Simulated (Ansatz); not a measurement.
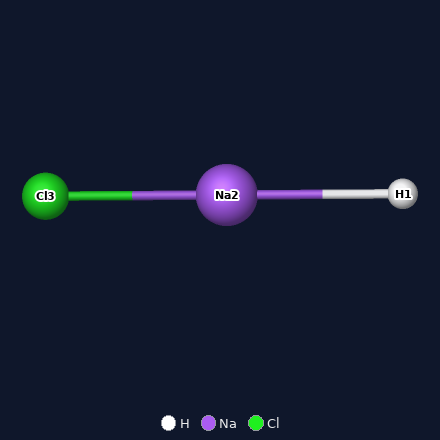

The system is H + NaCl, spin multiplicity 2; the picture shows the reference structure. 
- First axis: distance H1–Na2. Second axis: distance Na2–Cl3.
- Nothing is relaxed (the angle H1–Na2–Cl3 is fixed at 180 degrees).
- Grid: 10 × 10 points.
- Points are written as (first, second).
- All energies are given in kJ/mol relative to H far from the relaxed NaCl (each part in its own basis).
- Computed with UKS PBE-D4/def2-TZVPD (Ansatz 0.2.0).

Its coordinates:

```xyz
3

H    -2.4120    0.0000    0.0000
Na    0.0000    0.0000    0.0000
Cl    2.4840    0.0000    0.0000
```

Range: distance H1–Na2 from 1.576 to 3.976 Å; distance Na2–Cl3 from 2.144 to 4.544 Å.

**What landscape does the calculation give?**

The lowest grid point is at (2.412 Å, 2.484 Å), −2.0 kJ/mol from H far from the relaxed NaCl (each part in its own basis). The highest grid point, (3.976 Å, 4.544 Å), lies 204 kJ/mol above the lowest.

| distance Na2–Cl3 ↓, distance H1–Na2 → | 1.576 | 1.714 | 1.916 | 2.151 | 2.412 | 2.694 | 2.993 | 3.307 | 3.635 | 3.976 |
| --- | --- | --- | --- | --- | --- | --- | --- | --- | --- | --- |
| 4.544 | 162 | 135 | 120 | 121 | 129 | 146 | 163 | 179 | 192 | 202 |
| 4.203 | 153 | 125 | 109 | 109 | 116 | 131 | 147 | 161 | 173 | 181 |
| 3.875 | 141 | 113 | 96 | 94 | 99 | 112 | 127 | 139 | 149 | 154 |
| 3.561 | 125 | 97 | 79 | 77 | 79 | 90 | 102 | 113 | 120 | 122 |
| 3.262 | 107 | 78 | 60 | 56 | 59 | 66 | 75 | 83 | 85 | 86 |
| 2.980 | 87 | 58 | 38 | 33 | 36 | 42 | 49 | 51 | 52 | 53 |
| 2.719 | 68 | 39 | 19 | 12 | 13 | 17 | 19 | 20 | 21 | 22 |
| 2.484 | 56 | 28 | 7 | −1 | −2 | −2 | −2 | −1 | 0 | 1 |
| 2.282 | 61 | 32 | 11 | 2 | 0 | −2 | −2 | −1 | 0 | 1 |
| 2.144 | 82 | 53 | 32 | 23 | 19 | 18 | 18 | 19 | 19 | 20 |

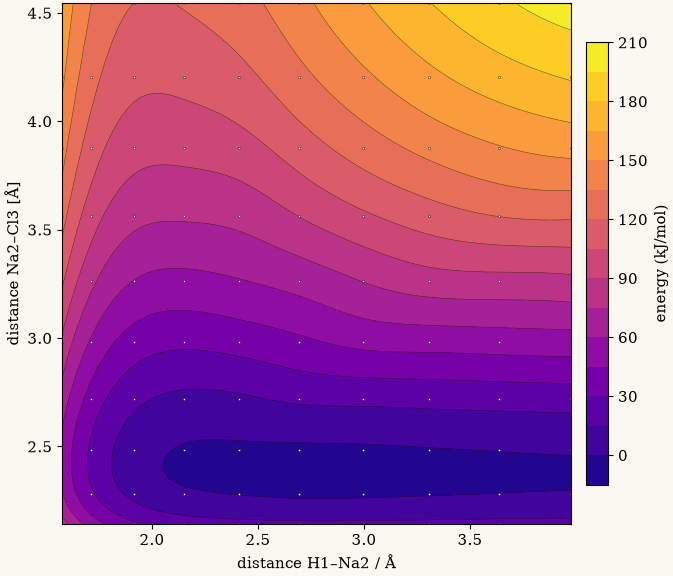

In the figure: filled contours, dots at the grid points. Between grid points the surface is interpolated.

The whole map (100 points run) took 25 min on 1 thread of Arm Neoverse V2 (shared host).
